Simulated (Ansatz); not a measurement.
**C₄H₁₁B: a ladder of functionals and wavefunction methods**

How much do the methods differ for C₄H₁₁B? The plan is to run it at one geometry with functionals of several rungs and with coupled cluster. The yardstick is the atomisation energy at the CCSD(T) limit.

The runs use Ansatz 0.2.0, Gaussian basis; functionals in def2-TZVPP, the program's frozen cores in correlated methods.

The runs, in order: LDA (SPW92), PBE-D4, revPBE-D4, BLYP-D4, r2SCAN-D4, B97M-V, PBE0-D4, B3LYP-D4, r2SCANh-D4, r2SCAN0-D4, HSE06-D4, BHLYP-D4, CAM-B3LYP-D4, LC-ωPBE, ωB97X-V, ωB97M-V, B2PLYP, PBE-QIDH; CCSD(T)/def2-SVP; CCSD(T)/def2-TZVPP; MP2/def2-QZVPP; extrapolation to the limit; RPA on PBE.

### Step 1. The geometry

All runs share one geometry, relaxed beforehand with PBE0-D4 in a triple-zeta def2 set.

SMILES `BCC(C)C`, 16 atoms, charge 0, spin multiplicity 1.

Atoms are counted from 1 here; the program's logs count them from 0.

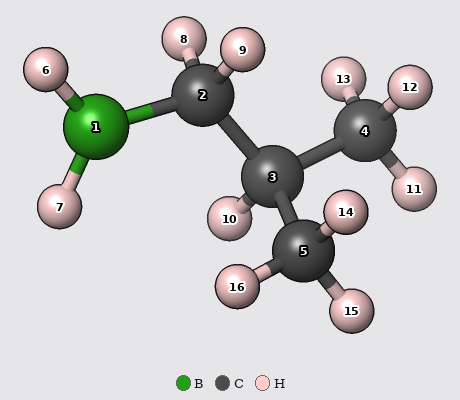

The structure; boron green, carbon dark grey, hydrogen pink; atoms are numbered from 1 in the order of the file.

### Step 2. LDA

This LDA is Slater exchange with PW92 correlation.

Input file in.yaml:

```yaml
crystal:
  periodic: [false, false, false]
  atoms:
    - {symbol: B, position_ang: [-0.366311, 1.900103, 1.160509]}
    - {symbol: C, position_ang: [0.202388, 0.471603, 0.979902]}
    - {symbol: C, position_ang: [0.260715, -0.116740, -0.427075]}
    - {symbol: C, position_ang: [1.082482, -1.396379, -0.469761]}
    - {symbol: C, position_ang: [-1.144903, -0.356793, -0.959088]}
    - {symbol: H, position_ang: [-0.629181, 2.312168, 2.254981]}
    - {symbol: H, position_ang: [-0.491829, 2.645378, 0.227880]}
    - {symbol: H, position_ang: [1.228714, 0.590284, 1.382761]}
    - {symbol: H, position_ang: [-0.256492, -0.238623, 1.681863]}
    - {symbol: H, position_ang: [0.744236, 0.623593, -1.077293]}
    - {symbol: H, position_ang: [1.134341, -1.805208, -1.482412]}
    - {symbol: H, position_ang: [0.637873, -2.161868, 0.174644]}
    - {symbol: H, position_ang: [2.105226, -1.225363, -0.123259]}
    - {symbol: H, position_ang: [-1.675729, -1.081004, -0.332107]}
    - {symbol: H, position_ang: [-1.125312, -0.751442, -1.978079]}
    - {symbol: H, position_ang: [-1.729215, 0.567691, -0.969166]}
basis:
  gaussian: {orbitals: def2-TZVPP}
hamiltonian: {xc: lda}
output: {orbitals: {seedname: orbitals}}
```

Launch:

```sh
ansatz run in.yaml --threads 4 --pin off --events-out ev --progress --plain --max-ram 10444MiB
```

The log of the run (excerpt; [...] marks lines left out):

```text
Functional definition: SPW92
  name "SPW92"
  cite "Dirac, Proc. Camb. Phil. Soc. 26, 376 (1930) doi:10.1017/S0305004100016108"
  cite "Slater, Phys. Rev. 81, 385 (1951) doi:10.1103/PhysRev.81.385"
  cite "Perdew & Wang, Phys. Rev. B 45, 13244 (1992) doi:10.1103/PhysRevB.45.13244"
[...]
1538 factors; their error is unknown
[...]
mean field -4955.62974359 eV, -182.1160340304 hartree, gradient 6.9e-5 eV, S^2 0.000000; 0 other end points of the search recorded, 0 dependent functions left out
reference -4955.62979221 eV, -182.1160358171 hartree; 20, 20 occupied and 289, 289 virtual orbitals, 1538 factors
Total energy: -4955.62979221 eV, -182.1160358171 hartree
```

Wall time 1.8 s (4 threads of Arm Neoverse V1, shared host); peak memory 0.41 GiB.

Atomisation energy: 6927.9 kJ/mol (free atoms -4883.827 eV, run apart). HOMO -7.38 eV, LUMO -2.54 eV.

### Step 3. PBE-D4 (GGA)

Changes to in.yaml since step 2:

```diff
@@ -21,3 +21,3 @@
   gaussian: {orbitals: def2-TZVPP}
-hamiltonian: {xc: lda}
-output: {orbitals: {seedname: orbitals}}
+hamiltonian: {xc: pbe, dispersion: d4}
+output: {forces: true, orbitals: {seedname: orbitals}}
```

Launched as before.

The log of the run:

```text
Functional definition: PBE
  name "PBE"
  cite "Perdew, Burke & Ernzerhof, Phys. Rev. Lett. 77, 3865 (1996) doi:10.1103/PhysRevLett.77.3865"
  parent pbe
  parameter kappa = 0.804
  parameter beta = 0.06672455060314922
  exchange = pbe_x(kappa = kappa, mu = beta*pi^2/3)
  correlation = pbe_c(beta = beta)
1538 factors; their error is unknown
mean field evaluation 1: about -4978.1920 eV, gradient 8.9e1 eV
mean field evaluation 2: about -4926.7384 eV, gradient 1.6e2 eV
mean field evaluation 4: about -4997.2081 eV, gradient 1.4e1 eV
mean field evaluation 8: about -4997.6392 eV, gradient 2.6e-1 eV
mean field evaluation 16: about -4997.5951 eV, gradient 1.3e-2 eV
mean field -4997.59513455 eV, -183.6582337030 hartree, gradient 2.5e-5 eV, S^2 0.000000; 0 other end points of the search recorded, 0 dependent functions left out
the calculation of the forces begins
reference -4997.59518714 eV, -183.6582356358 hartree; 20, 20 occupied and 289, 289 virtual orbitals, 1538 factors
Total energy: -4997.89087441 eV, -183.6691019424 hartree
Atom 0 at    -0.366311     1.900103     1.160509 Å, force     0.021636    -0.025242     0.022518 eV/Å
Atom 1 at     0.202388     0.471603     0.979902 Å, force    -0.134798     0.179710    -0.037213 eV/Å
Atom 2 at     0.260715    -0.116740    -0.427075 Å, force     0.024816    -0.017632    -0.013924 eV/Å
Atom 3 at     1.082482    -1.396379    -0.469761 Å, force     0.033852    -0.019789    -0.019751 eV/Å
Atom 4 at    -1.144903    -0.356793    -0.959088 Å, force    -0.028552     0.008738    -0.022220 eV/Å
Atom 5 at    -0.629181     2.312168     2.254981 Å, force    -0.028666     0.046974     0.115831 eV/Å
Atom 6 at    -0.491829     2.645378     0.227880 Å, force    -0.013788     0.075602    -0.100070 eV/Å
Atom 7 at     1.228714     0.590284     1.382761 Å, force     0.199026     0.020422     0.105053 eV/Å
Atom 8 at    -0.256492    -0.238623     1.681863 Å, force    -0.070296    -0.149899     0.160493 eV/Å
Atom 9 at     0.744236     0.623593    -1.077293 Å, force     0.096125     0.151069    -0.126269 eV/Å
Atom 10 at     1.134341    -1.805208    -1.482412 Å, force     0.016627    -0.092038    -0.196598 eV/Å
Atom 11 at     0.637873    -2.161868     0.174644 Å, force    -0.082042    -0.156134     0.125230 eV/Å
Atom 12 at     2.105226    -1.225363    -0.123259 Å, force     0.205573     0.021537     0.067897 eV/Å
Atom 13 at    -1.675729    -1.081004    -0.332107 Å, force    -0.111973    -0.141528     0.119970 eV/Å
Atom 14 at    -1.125312    -0.751442    -1.978079 Å, force    -0.004439    -0.080415    -0.199832 eV/Å
Atom 15 at    -1.729215     0.567691    -0.969166 Å, force    -0.123100     0.178625    -0.001115 eV/Å
Dipole moment:     0.079478    -0.129397    -0.027305 e Å
```

Run time: 3.7 s. Hardware: 4 threads of Arm Neoverse V1, shared host; peak memory 0.42 GiB.

Atomisation energy: 6247.0 kJ/mol (free atoms -4933.145 eV, run apart). HOMO -7.31 eV, LUMO -2.25 eV.

### Step 4. revPBE-D4 (GGA)

Changes to in.yaml since step 3:

```diff
@@ -21,3 +21,3 @@
   gaussian: {orbitals: def2-TZVPP}
-hamiltonian: {xc: pbe, dispersion: d4}
-output: {forces: true, orbitals: {seedname: orbitals}}
+hamiltonian: {xc: {name: revPBE}, dispersion: d4}
+output: {orbitals: {seedname: orbitals}}
```

Same command.

The log of the run (excerpt; [...] marks lines left out):

```text
Functional definition: revPBE
  name "revPBE"
  cite "Zhang & Yang, Phys. Rev. Lett. 80, 890 (1998) doi:10.1103/PhysRevLett.80.890"
  cite "Perdew, Burke & Ernzerhof, Phys. Rev. Lett. 77, 3865 (1996) doi:10.1103/PhysRevLett.77.3865"
[...]
1538 factors; their error is unknown
[...]
mean field -5003.57990541 eV, -183.8781699756 hartree, gradient 6.5e-5 eV, S^2 0.000000; 0 other end points of the search recorded, 0 dependent functions left out
reference -5003.57997149 eV, -183.8781724039 hartree; 20, 20 occupied and 289, 289 virtual orbitals, 1538 factors
Total energy: -5004.58885731 eV, -183.9152482741 hartree
```

Wall time 2.9 s (4 threads of Arm Neoverse V1, shared host); peak memory 0.42 GiB.

Atomisation energy: 6129.7 kJ/mol (free atoms -4941.059 eV, run apart). HOMO -7.26 eV, LUMO -2.12 eV.

### Step 5. BLYP-D4 (GGA)

Changes to in.yaml since step 4:

```diff
@@ -21,3 +21,3 @@
   gaussian: {orbitals: def2-TZVPP}
-hamiltonian: {xc: {name: revPBE}, dispersion: d4}
+hamiltonian: {xc: {name: BLYP}, dispersion: d4}
 output: {orbitals: {seedname: orbitals}}
```

Same command.

The log of the run (excerpt; [...] marks lines left out):

```text
Functional definition: BLYP
  name "BLYP"
  cite "Becke, Phys. Rev. A 38, 3098 (1988) doi:10.1103/PhysRevA.38.3098"
  cite "Lee, Yang & Parr, Phys. Rev. B 37, 785 (1988) doi:10.1103/PhysRevB.37.785"
[...]
1538 factors; their error is unknown
[...]
mean field -5001.99394003 eV, -183.8198868229 hartree, gradient 2.0e-5 eV, S^2 0.000000; 0 other end points of the search recorded, 0 dependent functions left out
reference -5001.99437805 eV, -183.8199029198 hartree; 20, 20 occupied and 289, 289 virtual orbitals, 1538 factors
Total energy: -5002.65244927 eV, -183.8440865912 hartree
```

Wall time 2.9 s (4 threads of Arm Neoverse V1, shared host); peak memory 0.42 GiB.

Atomisation energy: 6126.1 kJ/mol (free atoms -4939.160 eV, run apart). HOMO -7.22 eV, LUMO -2.10 eV.

### Step 6. r2SCAN-D4 (meta-GGA)

Changes to in.yaml since step 5:

```diff
@@ -21,3 +21,3 @@
   gaussian: {orbitals: def2-TZVPP}
-hamiltonian: {xc: {name: BLYP}, dispersion: d4}
-output: {orbitals: {seedname: orbitals}}
+hamiltonian: {xc: r2scan, dispersion: d4}
+output: {forces: true, orbitals: {seedname: orbitals}}
```

Launched as before.

The log of the run (excerpt; [...] marks lines left out):

```text
Functional definition: r2SCAN
  name "r2SCAN"
  cite "Furness, Kaplan, Ning, Perdew & Sun, J. Phys. Chem. Lett. 11, 8208 (2020) doi:10.1021/acs.jpclett.0c02405"
  cite "Furness, Kaplan, Ning, Perdew & Sun, J. Phys. Chem. Lett. 11, 9248 (2020) doi:10.1021/acs.jpclett.0c03077"
  parent r2scan
[...]
1538 factors; their error is unknown
[...]
Atom 12 at     2.105226    -1.225363    -0.123259 Å, force    -0.013609    -0.004945    -0.002413 eV/Å
Atom 13 at    -1.675729    -1.081004    -0.332107 Å, force     0.009223     0.005286    -0.000750 eV/Å
Atom 14 at    -1.125312    -0.751442    -1.978079 Å, force    -0.000049     0.002692     0.015186 eV/Å
Atom 15 at    -1.729215     0.567691    -0.969166 Å, force     0.004755    -0.011889     0.004941 eV/Å
Dipole moment:     0.075920    -0.123593    -0.025752 e Å
```

It took 6.5 s on 4 threads of Arm Neoverse V1, shared host; peak memory 0.45 GiB.

Atomisation energy: 6180.0 kJ/mol (free atoms -4937.986 eV, run apart). HOMO -7.58 eV, LUMO -1.82 eV.

### Step 7. B97M-V (meta-GGA)

Changes to in.yaml since step 6:

```diff
@@ -21,3 +21,3 @@
   gaussian: {orbitals: def2-TZVPP}
-hamiltonian: {xc: r2scan, dispersion: d4}
-output: {forces: true, orbitals: {seedname: orbitals}}
+hamiltonian: {xc: {name: B97M-V}}
+output: {orbitals: {seedname: orbitals}}
```

Launched as before.

The log of the run (excerpt; [...] marks lines left out):

```text
Functional definition: B97M-V
  name "B97M-V"
  cite "Mardirossian & Head-Gordon, J. Chem. Phys. 142, 074111 (2015) doi:10.1063/1.4907719"
  cite "Becke, J. Chem. Phys. 107, 8554 (1997) doi:10.1063/1.475007"
  cite "Vydrov & Van Voorhis, J. Chem. Phys. 133, 244103 (2010) doi:10.1063/1.3521275"
  # Of w^i u^j: cxij and so on, Table III.
[...]
  gx(w, u) = cx00 + cx01*u + cx02*u^2 + (cx10 + cx11*u)*w
[...]
  gos(w, u) = cos00 + cos01*u + cos03*u^3 + cos10*w + cos32*w^3*u^2
[...]
      + integral(e_c_pw_mod_opposite_spin*gos(b97_w_opposite, b97_u_opposite)) + vv10(b, c)
1538 factors; their error is unknown
[...]
mean field -5005.81116168 eV, -183.9601671312 hartree, gradient 8.6e-5 eV, S^2 0.000000; 0 other end points of the search recorded, 0 dependent functions left out
reference -5005.81123449 eV, -183.9601698067 hartree; 20, 20 occupied and 289, 289 virtual orbitals, 1538 factors
Total energy: -5005.81123449 eV, -183.9601698067 hartree
```

Wall time 12 s (4 threads of Arm Neoverse V1, shared host); peak memory 0.52 GiB.

Atomisation energy: 6180.2 kJ/mol (free atoms -4941.758 eV, run apart). HOMO -7.73 eV, LUMO -1.96 eV.

### Step 8. PBE0-D4 (hybrid)

Changes to in.yaml since step 7:

```diff
@@ -21,3 +21,3 @@
   gaussian: {orbitals: def2-TZVPP}
-hamiltonian: {xc: {name: B97M-V}}
+hamiltonian: {xc: pbe0, dispersion: d4}
 output: {orbitals: {seedname: orbitals}}
```

Same command.

The log of the run (excerpt; [...] marks lines left out):

```text
Functional definition: PBE0
  name "PBE0"
  cite "Adamo & Barone, J. Chem. Phys. 110, 6158 (1999) doi:10.1063/1.478522"
  cite "Perdew, Burke & Ernzerhof, Phys. Rev. Lett. 77, 3865 (1996) doi:10.1103/PhysRevLett.77.3865"
  parent pbe
[...]
1538 factors; their error is unknown
[...]
mean field -4998.81753682 eV, -183.7031561578 hartree, gradient 3.8e-5 eV, S^2 0.000000; 0 other end points of the search recorded, 0 dependent functions left out
reference -4998.81757516 eV, -183.7031575670 hartree; 20, 20 occupied and 289, 289 virtual orbitals, 1538 factors
Total energy: -4999.06593196 eV, -183.7122845109 hartree
```

Wall time 3.7 s (4 threads of Arm Neoverse V1, shared host); peak memory 0.76 GiB.

Atomisation energy: 6199.1 kJ/mol (free atoms -4934.817 eV, run apart). HOMO -8.66 eV, LUMO -1.21 eV.

### Step 9. B3LYP-D4 (hybrid)

B3LYP here takes the VWN-RPA correlation.

Changes to in.yaml since step 8:

```diff
@@ -21,3 +21,3 @@
   gaussian: {orbitals: def2-TZVPP}
-hamiltonian: {xc: pbe0, dispersion: d4}
-output: {orbitals: {seedname: orbitals}}
+hamiltonian: {xc: {name: B3LYP}, dispersion: d4}
+output: {forces: true, orbitals: {seedname: orbitals}}
```

The command is unchanged.

The log of the run (excerpt; [...] marks lines left out):

```text
Functional definition: B3LYP
  name "B3LYP"
  cite "Stephens, Devlin, Chabalowski & Frisch, J. Phys. Chem. 98, 11623 (1994) doi:10.1021/j100096a001"
  cite "Becke, Phys. Rev. A 38, 3098 (1988) doi:10.1103/PhysRevA.38.3098"
  cite "Lee, Yang & Parr, Phys. Rev. B 37, 785 (1988) doi:10.1103/PhysRevB.37.785"
  cite "Vosko, Wilk & Nusair, Can. J. Phys. 58, 1200 (1980) doi:10.1139/p80-159"
[...]
1538 factors; their error is unknown
[...]
Atom 12 at     2.105226    -1.225363    -0.123259 Å, force    -0.045095    -0.018262    -0.019251 eV/Å
Atom 13 at    -1.675729    -1.081004    -0.332107 Å, force     0.014350     0.035224    -0.036069 eV/Å
Atom 14 at    -1.125312    -0.751442    -1.978079 Å, force    -0.013168     0.020270     0.047552 eV/Å
Atom 15 at    -1.729215     0.567691    -0.969166 Å, force     0.017472    -0.059586    -0.009214 eV/Å
Dipole moment:     0.071400    -0.112929    -0.023802 e Å
```

Wall time 6.5 s (4 threads of Arm Neoverse V1, shared host); peak memory 1 GiB.

With the free atoms at this level, -4942.282 eV in sum, the atomisation energy is 6175.7 kJ/mol. HOMO -8.46 eV, LUMO -1.45 eV.

### Step 10. r2SCANh-D4 (hybrid)

Changes to in.yaml since step 9:

```diff
@@ -21,3 +21,3 @@
   gaussian: {orbitals: def2-TZVPP}
-hamiltonian: {xc: {name: B3LYP}, dispersion: d4}
-output: {forces: true, orbitals: {seedname: orbitals}}
+hamiltonian: {xc: {name: r2SCANh}, dispersion: d4}
+output: {orbitals: {seedname: orbitals}}
```

Same command.

The log of the run (excerpt; [...] marks lines left out):

```text
Functional definition: r2SCANh
  name "r2SCANh"
  cite "Bursch, Neugebauer, Ehlert & Grimme, J. Chem. Phys. 156, 134105 (2022) doi:10.1063/5.0086040"
  cite "Furness, Kaplan, Ning, Perdew & Sun, J. Phys. Chem. Lett. 11, 8208 (2020) doi:10.1021/acs.jpclett.0c02405"
  cite "Furness, Kaplan, Ning, Perdew & Sun, J. Phys. Chem. Lett. 11, 9248 (2020) doi:10.1021/acs.jpclett.0c03077"
  parent r2scan
[...]
1538 factors; their error is unknown
[...]
mean field -5001.84854642 eV, -183.8145437063 hartree, gradient 1.7e-5 eV, S^2 0.000000; 0 other end points of the search recorded, 0 dependent functions left out
reference -5001.84856022 eV, -183.8145442132 hartree; 20, 20 occupied and 289, 289 virtual orbitals, 1538 factors
Total energy: -5001.92941948 eV, -183.8175157364 hartree
```

Wall time 6.5 s (4 threads of Arm Neoverse V1, shared host); peak memory 0.8 GiB.

Atomisation energy: 6163.5 kJ/mol (free atoms -4938.049 eV, run apart). HOMO -8.08 eV, LUMO -1.47 eV.

### Step 11. r2SCAN0-D4 (hybrid)

Changes to in.yaml since step 10:

```diff
@@ -21,3 +21,3 @@
   gaussian: {orbitals: def2-TZVPP}
-hamiltonian: {xc: {name: r2SCANh}, dispersion: d4}
+hamiltonian: {xc: {name: r2SCAN0}, dispersion: d4}
 output: {orbitals: {seedname: orbitals}}
```

The command is unchanged.

The log of the run (excerpt; [...] marks lines left out):

```text
Functional definition: r2SCAN0
  name "r2SCAN0"
  cite "Bursch, Neugebauer, Ehlert & Grimme, J. Chem. Phys. 156, 134105 (2022) doi:10.1063/5.0086040"
  cite "Furness, Kaplan, Ning, Perdew & Sun, J. Phys. Chem. Lett. 11, 8208 (2020) doi:10.1021/acs.jpclett.0c02405"
  cite "Furness, Kaplan, Ning, Perdew & Sun, J. Phys. Chem. Lett. 11, 9248 (2020) doi:10.1021/acs.jpclett.0c03077"
  parent r2scan
[...]
1538 factors; their error is unknown
[...]
mean field -5001.70796910 eV, -183.8093775851 hartree, gradient 8.2e-6 eV, S^2 0.000000; 0 other end points of the search recorded, 0 dependent functions left out
reference -5001.70798103 eV, -183.8093780233 hartree; 20, 20 occupied and 289, 289 virtual orbitals, 1538 factors
Total energy: -5001.79644932 eV, -183.8126291732 hartree
```

It took 6.5 s on 4 threads of Arm Neoverse V1, shared host; peak memory 0.8 GiB.

Atomisation energy: 6140.7 kJ/mol (free atoms -4938.153 eV, run apart). HOMO -8.83 eV, LUMO -0.96 eV.

### Step 12. HSE06-D4 (hybrid)

HSE06 is the plane-wave form, built on full-range PBE exchange.

Changes to in.yaml since step 11:

```diff
@@ -21,3 +21,3 @@
   gaussian: {orbitals: def2-TZVPP}
-hamiltonian: {xc: {name: r2SCAN0}, dispersion: d4}
+hamiltonian: {xc: hse06, dispersion: d4}
 output: {orbitals: {seedname: orbitals}}
```

Same command.

The log of the run (excerpt; [...] marks lines left out):

```text
Functional definition: HSE06
  name "HSE06"
  cite "Heyd, Scuseria & Ernzerhof, J. Chem. Phys. 118, 8207 (2003) doi:10.1063/1.1564060"
  cite "Krukau, Vydrov, Izmaylov & Scuseria, J. Chem. Phys. 125, 224106 (2006) doi:10.1063/1.2404663"
  cite "Heyd & Scuseria, J. Chem. Phys. 120, 7274 (2004) doi:10.1063/1.1668634"
  cite "Ernzerhof & Perdew, J. Chem. Phys. 109, 3313 (1998) doi:10.1063/1.476928"
[...]
1538 factors; their error is unknown
128 factors; integrals over basis functions are off by at most 3.8e-7 eV
[...]
mean field -4998.47186032 eV, -183.6904527808 hartree, gradient 4.8e-5 eV, S^2 0.000000; 0 other end points of the search recorded, 0 dependent functions left out
reference -4998.47191140 eV, -183.6904546581 hartree; 20, 20 occupied and 289, 289 virtual orbitals, 1538 factors
Total energy: -4998.70070920 eV, -183.6988628221 hartree
```

Run time: 4.1 s. Hardware: 4 threads of Arm Neoverse V1, shared host; peak memory 0.82 GiB.

Atomisation energy: 6202.2 kJ/mol (free atoms -4934.419 eV, run apart). HOMO -8.25 eV, LUMO -1.59 eV.

### Step 13. BHLYP-D4 (hybrid)

Changes to in.yaml since step 12:

```diff
@@ -21,3 +21,3 @@
   gaussian: {orbitals: def2-TZVPP}
-hamiltonian: {xc: hse06, dispersion: d4}
+hamiltonian: {xc: {name: BHLYP}, dispersion: d4}
 output: {orbitals: {seedname: orbitals}}
```

The command is unchanged.

The log of the run (excerpt; [...] marks lines left out):

```text
Functional definition: BHLYP
  name "BHLYP"
  cite "Becke, J. Chem. Phys. 98, 1372 (1993) doi:10.1063/1.464304"
  cite "Becke, Phys. Rev. A 38, 3098 (1988) doi:10.1103/PhysRevA.38.3098"
  cite "Lee, Yang & Parr, Phys. Rev. B 37, 785 (1988) doi:10.1103/PhysRevB.37.785"
[...]
1742 factors; their error is unknown
[...]
mean field -5002.20925537 eV, -183.8277995158 hartree, gradient 5.9e-5 eV, S^2 0.000000; 0 other end points of the search recorded, 0 dependent functions left out
reference -5002.20947027 eV, -183.8278074132 hartree; 20, 20 occupied and 289, 289 virtual orbitals, 1742 factors
Total energy: -5002.53102120 eV, -183.8396241917 hartree
```

It took 3.9 s on 4 threads of Arm Neoverse V1, shared host; peak memory 0.8 GiB.

With the free atoms at this level, -4939.649 eV in sum, the atomisation energy is 6067.2 kJ/mol. HOMO -9.96 eV, LUMO -0.17 eV.

### Step 14. CAM-B3LYP-D4 (range-separated)

Changes to in.yaml since step 13:

```diff
@@ -21,3 +21,3 @@
   gaussian: {orbitals: def2-TZVPP}
-hamiltonian: {xc: {name: BHLYP}, dispersion: d4}
+hamiltonian: {xc: {name: CAM-B3LYP}, dispersion: d4}
 output: {orbitals: {seedname: orbitals}}
```

Same command.

The log of the run (excerpt; [...] marks lines left out):

```text
Functional definition: CAM-B3LYP
  name "CAM-B3LYP"
  cite "Yanai, Tew & Handy, Chem. Phys. Lett. 393, 51 (2004) doi:10.1016/j.cplett.2004.06.011"
  cite "Iikura, Tsuneda, Yanai & Hirao, J. Chem. Phys. 115, 3540 (2001) doi:10.1063/1.1383587"
  cite "Becke, Phys. Rev. A 38, 3098 (1988) doi:10.1103/PhysRevA.38.3098"
  cite "Lee, Yang & Parr, Phys. Rev. B 37, 785 (1988) doi:10.1103/PhysRevB.37.785"
[...]
  # Exact exchange under (alpha + beta erf(omega r))/r, Becke's under what is left of 1/r.
[...]
1538 factors; their error is unknown
438 factors; integrals over basis functions are off by at most 1.3e-5 eV
[...]
mean field -5002.21699478 eV, -183.8280839337 hartree, gradient 8.1e-5 eV, S^2 0.000000; 0 other end points of the search recorded, 0 dependent functions left out
reference -5002.21715177 eV, -183.8280897031 hartree; 20, 20 occupied and 289, 289 virtual orbitals, 1538 factors
Total energy: -5002.46444350 eV, -183.8371775066 hartree
```

It took 4.4 s on 4 threads of Arm Neoverse V1, shared host; peak memory 0.91 GiB.

Atomisation energy: 6200.1 kJ/mol (free atoms -4938.204 eV, run apart). HOMO -10.09 eV, LUMO -0.12 eV.

### Step 15. LC-ωPBE (range-separated)

Changes to in.yaml since step 14:

```diff
@@ -21,3 +21,3 @@
   gaussian: {orbitals: def2-TZVPP}
-hamiltonian: {xc: {name: CAM-B3LYP}, dispersion: d4}
+hamiltonian: {xc: {name: LC-wPBE}}
 output: {orbitals: {seedname: orbitals}}
```

The command is unchanged.

The log of the run (excerpt; [...] marks lines left out):

```text
Functional definition: LC-wPBE
  name "LC-wPBE"
  cite "Vydrov & Scuseria, J. Chem. Phys. 125, 234109 (2006) doi:10.1063/1.2409292"
  cite "Heyd & Scuseria, J. Chem. Phys. 120, 7274 (2004) doi:10.1063/1.1668634"
  cite "Ernzerhof & Perdew, J. Chem. Phys. 109, 3313 (1998) doi:10.1063/1.476928"
  cite "Perdew, Burke & Ernzerhof, Phys. Rev. Lett. 77, 3865 (1996) doi:10.1103/PhysRevLett.77.3865"
  parent pbe
[...]
1538 factors; their error is unknown
536 factors; integrals over basis functions are off by at most 2.6e-5 eV
[...]
mean field -5002.20011251 eV, -183.8274635218 hartree, gradient 4.4e-5 eV, S^2 0.000000; 0 other end points of the search recorded, 0 dependent functions left out
reference -5002.20011252 eV, -183.8274635221 hartree; 20, 20 occupied and 289, 289 virtual orbitals, 1538 factors
Total energy: -5002.20011252 eV, -183.8274635221 hartree
```

It took 3.4 s on 4 threads of Arm Neoverse V1, shared host; peak memory 0.65 GiB.

Atomisation energy: 6156.4 kJ/mol (free atoms -4938.394 eV, run apart). HOMO -11.44 eV, LUMO 1.12 eV.

(Part 1 of 2 ends here.)
